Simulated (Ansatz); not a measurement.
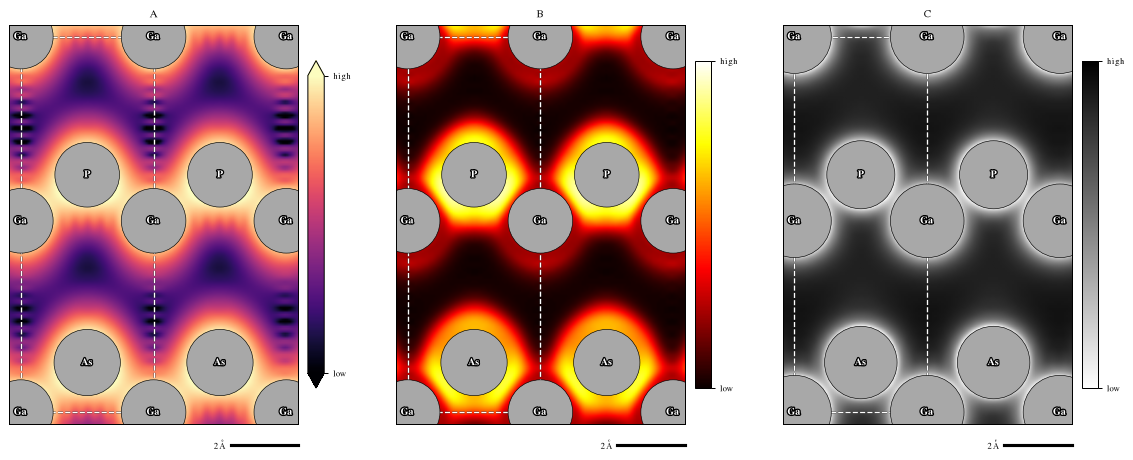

Ga4AsP3: 3 fields on the (010) plane of the conventional cell, with unlabelled colour scales. Grey discs cover the atomic cores.

Space group P-4m2; a structure generated by program, which may or may not match a known phase; computed pressure about −3 GPa in this cell.

These are results of DFT r2SCAN, scalar-relativistic, plane waves, PAW (Ansatz), not measurements.

```cif
data_structure
_symmetry_space_group_name_H-M 'P 1'
_symmetry_Int_Tables_number 1
_cell_length_a 3.9347
_cell_length_b 3.9347
_cell_length_c 11.1296
_cell_angle_alpha 90.000
_cell_angle_beta 90.000
_cell_angle_gamma 90.000
_cell_volume 172.30
loop_
_atom_site_label
_atom_site_type_symbol
_atom_site_fract_x
_atom_site_fract_y
_atom_site_fract_z
_atom_site_occupancy
Ga1 Ga 0.50000 0.00000 0.86796 1
Ga2 Ga 0.00000 0.50000 0.62257 1
Ga3 Ga 0.50000 0.00000 0.37743 1
Ga4 Ga 0.00000 0.50000 0.13204 1
P1 P 0.00000 0.00000 0.50000 1
P2 P 0.50000 0.50000 0.25466 1
P3 P 0.50000 0.50000 0.74534 1
As1 As 0.00000 0.00000 0.00000 1
```

The panels show electron localisation function, electrostatic potential energy of an electron and valence pseudo-density in some order. Assign them.

Panel A: valence pseudo-density. Panel B: electron localisation function. Panel C: electrostatic potential energy of an electron (low next to the atoms, rising into the space between them). From the grid: Ga–P (2.39 Å): ρ is about 0.53 e/Å³ halfway; the ELF peaks at about 0.90 in the valence shell of P, 0.9 Å from its nucleus, and is about 0.80 at the midpoint. Ga–As (2.46 Å): the density is about 0.5 e/Å³ at the midpoint; the ELF peaks at about 0.80 between the atoms (a covalent bond).
